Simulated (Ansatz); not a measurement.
The reference is GaAs in the zinc blende structure (space group F-43m, No. 216; a = 5.6594 Å). Axes: x, y, z lie along the cube axes.

One thing is altered: the cell is compressed by 3.91 % along x with no lateral relaxation, atoms relaxed at fixed cell.

Computed with PBEsol (Ansatz, a first-principles code), no SOC, earlier PAW set.

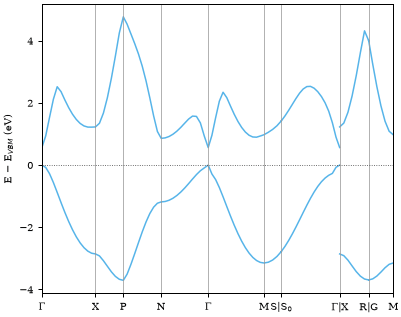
Figure: Highest valence and lowest conduction band along the path of the changed cell's own zone

From the figure, how large is the changed gap, and is it direct?

About 0.6 eV, direct at Γ.

The cells carry an imposed strain or load. Stability against distortions was not tested. k-point labels follow each cell's own Brillouin zone.
